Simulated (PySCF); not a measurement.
**C$_{5}$H$_{3}$NO (charge −1, doublet): density, localisation and related maps**

```yaml
atoms:
  - { symbol: N, position_ang: [2.8637, 1.1556, -1.4117] }
  - { symbol: C, position_ang: [1.8489, 0.7270, -0.9910] }
  - { symbol: C, position_ang: [0.6925, 0.2558, -0.4523] }
  - { symbol: C, position_ang: [0.2225, 0.3129, 0.8868] }
  - { symbol: C, position_ang: [-1.0171, -0.3208, 0.9006] }
  - { symbol: C, position_ang: [-1.2938, -0.7476, -0.3731] }
  - { symbol: O, position_ang: [-0.2649, -0.4128, -1.2449] }
  - { symbol: H, position_ang: [0.7469, 0.7667, 1.7084] }
  - { symbol: H, position_ang: [-1.6618, -0.4605, 1.7549] }
  - { symbol: H, position_ang: [-2.1280, -1.2717, -0.8003] }
```

Geometry: GFN2-xTB.

All numbers below come from PySCF, UKS B3LYP, pcH-1 on C H N O, non-relativistic, mean-field spin-orbit, GIAO.

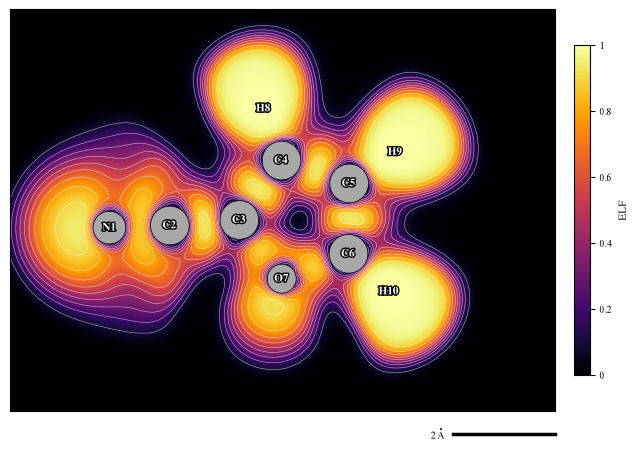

Figure 1. Electron localisation function on the molecular plane. Grey discs cover the atomic cores.

Read the bonding off the picture.

Answer. Atoms in the plane: N, C, O and H.
C–N (1.18 Å): the ELF peaks at about 0.85 between the atoms: a multiple bond.
C–C (1.36 Å): the ELF peaks at about 0.95 between the atoms (a covalent bond).
C–O (1.39 Å): the ELF peaks at about 0.90 between the atoms (a shared but strongly polarised pair).
C–H (1.07 Å): the ELF climbs to about 1 towards the hydrogen, as it does in any bond to H: a covalent bond by its length.
C–C (1.42 Å): the ELF peaks at about 0.95 between the atoms, as expected for a covalent bond.
The ELF also peaks beside O7 and N1, away from the bonds: non-bonding electrons, paired or unpaired.

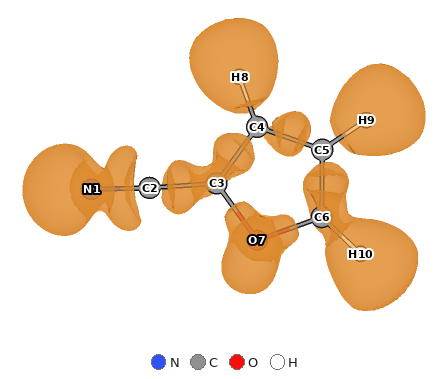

Figure 2. Isosurface of the ELF at 0.75 (orange), seen at a tilt. Core shells and regions of very low density are left out.

Describe the localisation domains.

Answer. The ELF exceeds this value in one region between bonded C–C atoms (shared pairs), three regions around hydrogen nuclei, one region on C in which the atom's valence shell and bonds are merged, one region on N in which the atom's valence shell and bonds are merged and one region on O in which the atom's valence shell and bonds are merged.
